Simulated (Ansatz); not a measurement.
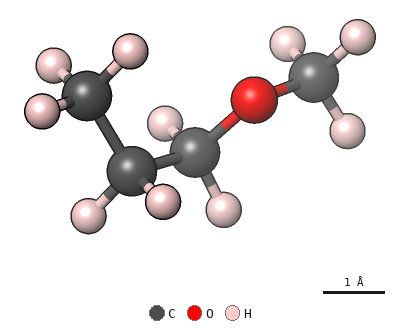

This is the input geometry for a relaxation of C$_{4}$H$_{10}$O. Style: ball-and-stick. Shown at a tilt.

The start comes from PBE-D4/def2-SVP.

All numbers below come from Ansatz, RKS PBE0-D4/def2-TZVP.

Input
```yaml
crystal:
  periodic: [false, false, false]
  atoms:
    - {symbol: C, position_ang: [-1.604861, -0.739232, -1.040418]}
    - {symbol: C, position_ang: [-0.376116, -1.311633, -0.332362]}
    - {symbol: C, position_ang: [0.680840, -0.262860, -0.011191]}
    - {symbol: O, position_ang: [0.126864, 0.702790, 0.859595]}
    - {symbol: C, position_ang: [1.023459, 1.735510, 1.176312]}
    - {symbol: H, position_ang: [-1.328561, -0.274535, -2.010424]}
    - {symbol: H, position_ang: [-2.361215, -1.522993, -1.245902]}
    - {symbol: H, position_ang: [-2.079511, 0.045035, -0.418103]}
    - {symbol: H, position_ang: [0.101907, -2.100098, -0.952811]}
    - {symbol: H, position_ang: [-0.678835, -1.801651, 0.618316]}
    - {symbol: H, position_ang: [1.579519, -0.742331, 0.456553]}
    - {symbol: H, position_ang: [1.038036, 0.225713, -0.956584]}
    - {symbol: H, position_ang: [0.508748, 2.433805, 1.865608]}
    - {symbol: H, position_ang: [1.946425, 1.355572, 1.681811]}
    - {symbol: H, position_ang: [1.349601, 2.306909, 0.271400]}
basis:
  gaussian: {orbitals: def2-TZVP}
hamiltonian: {xc: pbe0, dispersion: d4}
relax: {f_tol: 0.005, max_steps: 150}
```

### What does the optimiser find from here?

After 4 geometry steps the energy has fallen by 5.92 kJ/mol. The largest force component goes from 0.52 to 0.0015 eV/Å. The largest move after the best rigid fit is that of H12, 0.045 Å. By element the largest moves are H 0.045 Å, C 0.016 Å, O 0.007 Å. Some distances before and after: C3–H11 1.121 → 1.102 Å, C1–H6 1.110 → 1.094 Å, C2–H9 1.111 → 1.095 Å, C2–C3 1.523 → 1.511 Å.

Final geometry:

```xyz
15

C    -1.5904   -0.7371   -1.0382
C    -0.3748   -1.3001   -0.3225
C     0.6687   -0.2521   -0.0132
O     0.1251    0.6996    0.8659
C     1.0279    1.7222    1.1722
H    -1.3079   -0.2846   -1.9933
H    -2.3258   -1.5179   -1.2440
H    -2.0724    0.0331   -0.4342
H     0.0985   -2.0772   -0.9317
H    -0.6766   -1.7766    0.6158
H     1.5579   -0.7173    0.4409
H     0.9984    0.2424   -0.9425
H     0.5295    2.4125    1.8534
H     1.9316    1.3310    1.6615
H     1.3365    2.2722    0.2715
```
